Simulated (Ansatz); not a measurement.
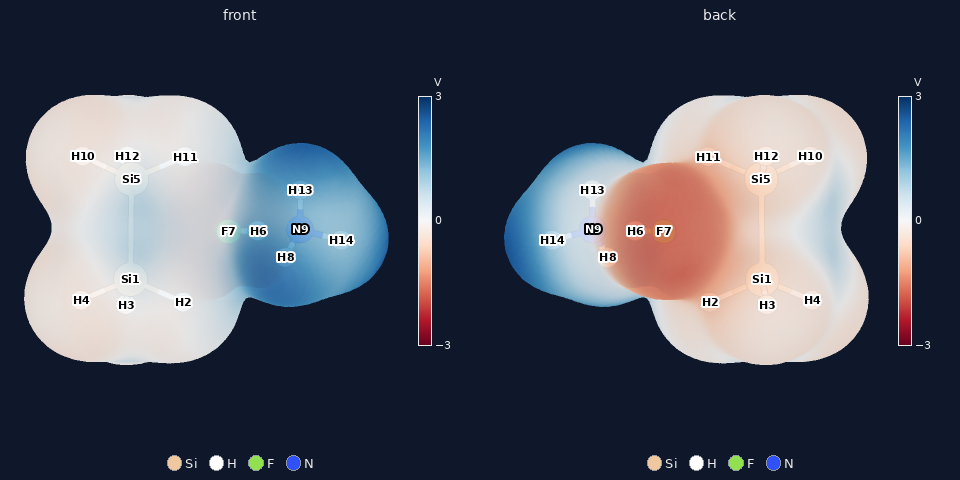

H6Si2···HF···NH3. The molecular electrostatic potential painted on the density surface at 0.002 e/bohr³, seen from the front and from behind; the colour scale runs from red (negative) to blue (positive).

The reactant side of a reaction path; geometry: PBE0-D4/def2-TZVP.

All numbers below come from Ansatz, RKS PBE0-D4/def2-TZVPP.

Input

```
crystal:
  periodic: [false, false, false]
  atoms:
    - {symbol: Si, position_ang: [-0.746848, -1.262063, 1.272727]}
    - {symbol: H, position_ang: [0.632393, -0.773452, 1.555075]}
    - {symbol: H, position_ang: [-0.670669, -2.606884, 0.652094]}
    - {symbol: H, position_ang: [-1.423898, -1.400889, 2.594911]}
    - {symbol: Si, position_ang: [-1.908791, 0.271521, -0.064792]}
    - {symbol: H, position_ang: [1.145224, -0.151324, -1.177511]}
    - {symbol: F, position_ang: [0.513143, -0.857658, -1.415335]}
    - {symbol: H, position_ang: [2.197470, 0.945897, 0.312837]}
    - {symbol: N, position_ang: [2.095515, 1.015308, -0.693065]}
    - {symbol: H, position_ang: [-3.088698, 0.802385, 0.678099]}
    - {symbol: H, position_ang: [-1.048702, 1.444770, -0.386494]}
    - {symbol: H, position_ang: [-2.396536, -0.338525, -1.325595]}
    - {symbol: H, position_ang: [1.679436, 1.915673, -0.899198]}
    - {symbol: H, position_ang: [3.020961, 0.995140, -1.103754]}
basis:
  gaussian: {orbitals: def2-TZVPP}
hamiltonian: {xc: pbe0, dispersion: d4}
output: {orbitals: {seedname: orbitals}}
```

Launched as:

```sh
ansatz run in.yaml --threads 8 --pin off --events-out ev --progress --plain --max-ram 19148MiB
```

**Where is the surface potential most negative and most positive?**

The most negative region (about −1.7 V) lies over F7, the most positive (about +2.4 V) over H13 and H14.
